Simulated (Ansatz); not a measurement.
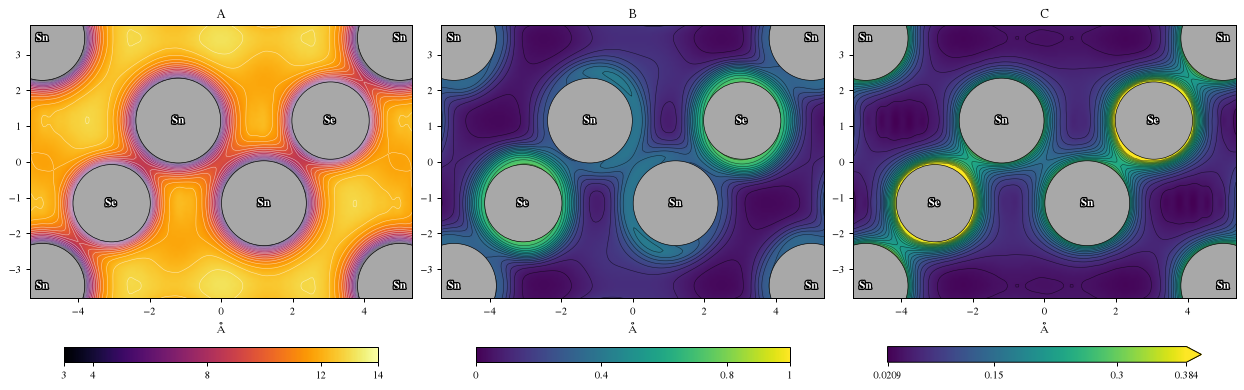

Sn₃Se₂: 3 fields on the (110) plane of the conventional cell, with unlabelled colour scales. Grey discs cover the atomic cores.

Space group P-3m1; started from the A-type sesquioxide_164 prototype, which need not be the ambient phase.

These are results of DFT PBE, scalar-relativistic, plane waves, PAW in Ansatz 0.2.0, not measurements.

> The panels show electron localisation function, electrostatic potential energy of an electron and valence pseudo-density in some order. Assign them.

Panel A: electrostatic potential energy of an electron (low next to the atoms, rising into the space between them). Panel B: electron localisation function. Panel C: valence pseudo-density. From the grid: Sn–Se (2.97 Å): the density is about 0.24 e/Å³ at the midpoint; the ELF is about 0.40 at the midpoint and 0.30 at its lowest between the atoms. Sn–Se (3.01 Å): ρ at the midpoint is about 0.22 e/Å³; the ELF is about 0.40 at the midpoint.
